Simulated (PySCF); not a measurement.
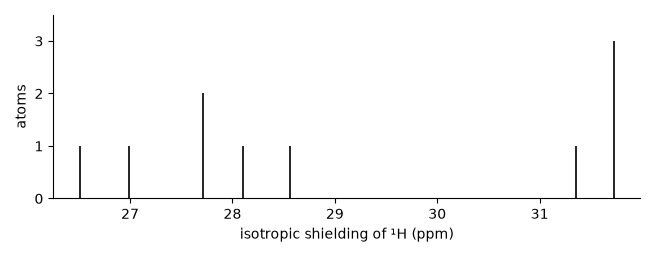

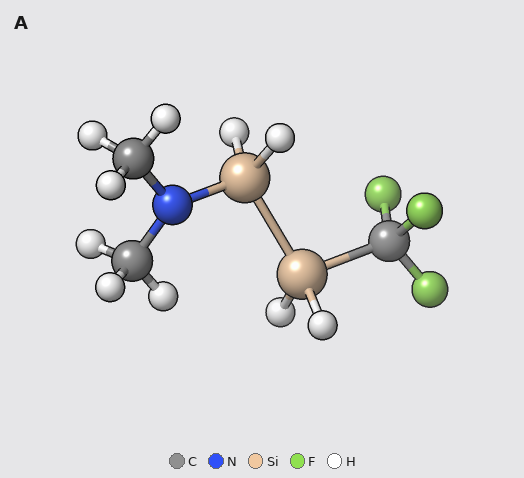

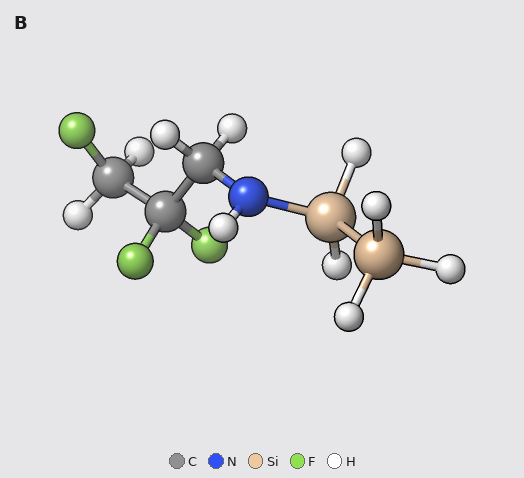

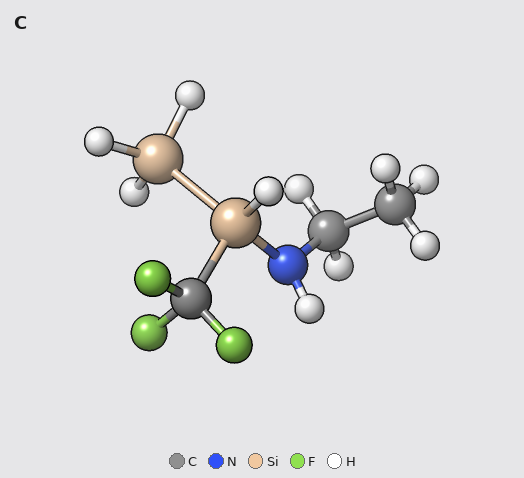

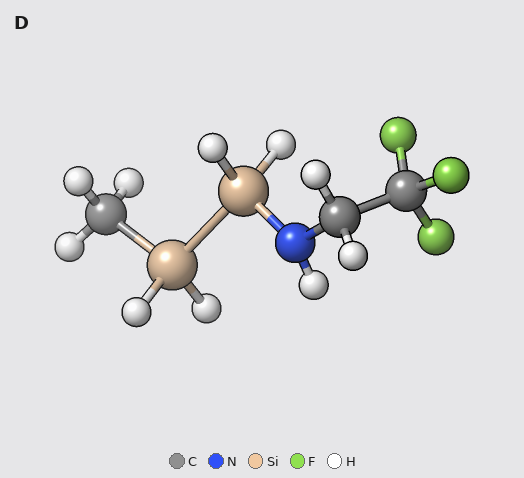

The sticks are computed shieldings of one of the molecules, for one fixed geometry (GFN2-xTB) without averaging over rotations. Low shielding means a high chemical shift. Method: GIAO PBE0/pcSseg-1 NMR shielding, non-relativistic, gas phase (PySCF 2.14.0).

> Match the spectrum to a structure.

D, `C[SiH2][SiH2]NCC(F)(F)F`. Its 10 H atoms give lines at 26.51, 26.99, 27.71 (2 atoms), 28.10, 28.56, 31.36, 31.72 (3 atoms) ppm.

The geometry is semi-empirical. Around Si such bond lengths and angles can be off by a tenth of an ångström or more and by several degrees, and values that hang on the shape move with them.
